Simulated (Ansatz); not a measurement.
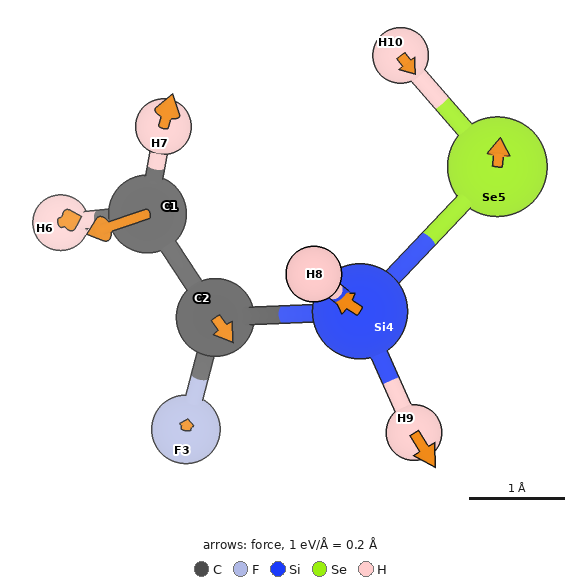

Starting geometry of C2H5FSeSi (coarse preliminary run) with the computed forces as orange arrows. The picture is a ball-and-stick view, seen at a tilt.

The start comes from a force field.

Level of theory: Ansatz 0.2.0, RKS PBE-D4/def2-SVP. Settings: force threshold 0.03 eV/Å; at most 200 steps.

> Is this structure relaxed? If not, where do the atoms go?

It isn't relaxed: the largest force vector, on C1, is 4.33 eV/Å. The final displacements have little in common with the starting forces (cosine between the two patterns 0.03). The largest move after the best rigid fit is that of H7, 1.18 Å. By element the largest moves are H 1.18 Å, F 1.16 Å, Se 0.55 Å, C 0.50 Å, Si 0.19 Å. Some distances before and after: Si4–H9 1.399 → 1.501 Å, Se5–H10 1.562 → 1.486 Å, Si4–Se5 2.225 → 2.297 Å, C1–H6 1.160 → 1.102 Å. Among the angles between lasting bonds that change: Se5–Si4–H9 112.0° → 103.9°, C1–C2–Si4 119.4° → 125.4°, C2–C1–H7 125.5° → 119.9°. Groups turn about C2–Si4 by about 55°. Over 13 accepted moves (14 points after the start) the energy falls by 12.4 kcal/mol. The largest force component goes from 3.6 to 0.015 eV/Å. The line search rejected the trial step at point 11 of the run.
